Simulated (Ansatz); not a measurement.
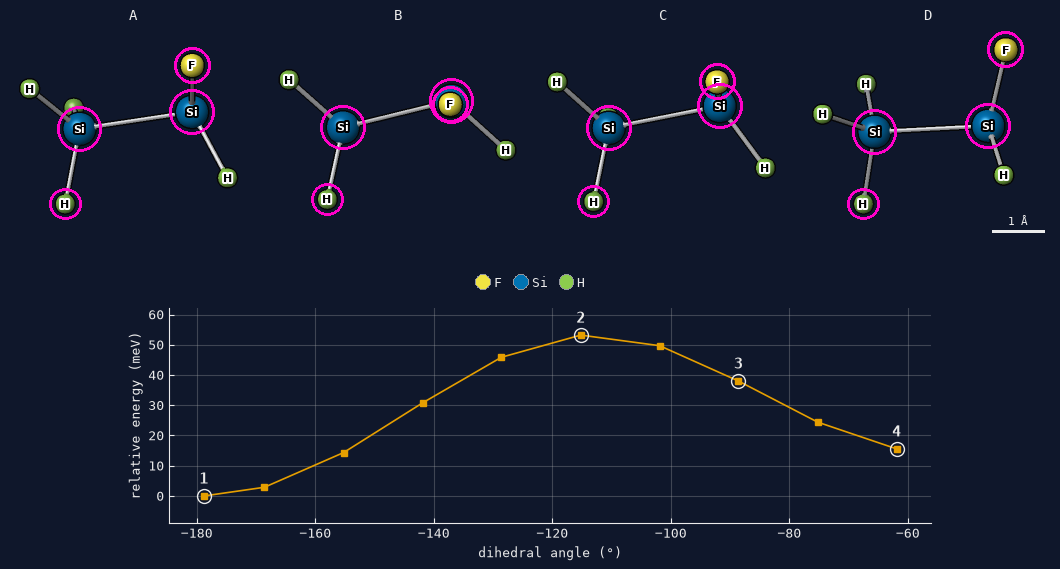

Energy scan for Si2H4F (multiplicity 2), in which one F–Si–Si–H dihedral angle is varied, with all other coordinates relaxed. The frames are shuffled; the numbered points of the plot belong to them. A ball-and-stick model, seen at a tilt. The ringed atoms are those of the scanned coordinate.

Computed with Ansatz: CCSD(T), basis def2-TZVPP, on geometries relaxed under the constraint at PBE0-D4/def2-TZVP. Coupled cluster with a frozen core. Energies are counted from the PBE0-D4/def2-TZVP minimum geometry at the same level.

Q: Match the frames to the points.

A: Point 1 is frame D (the dihedral −178.8°, 0.0 meV); 2 is frame A (the dihedral −115.2°, 53.2 meV); 3 is frame C (the dihedral −88.6°, 38.0 meV); 4 is frame B (the dihedral −61.9°, 15.6 meV). The lowest computed point lies at the dihedral −178.8° (0.0 meV). A local maximum lies at −115.2° (53.2 meV). The highest point, at −115.2°, lies 53.2 meV above the lowest and gives the barrier to rotation to within the spacing of the points.
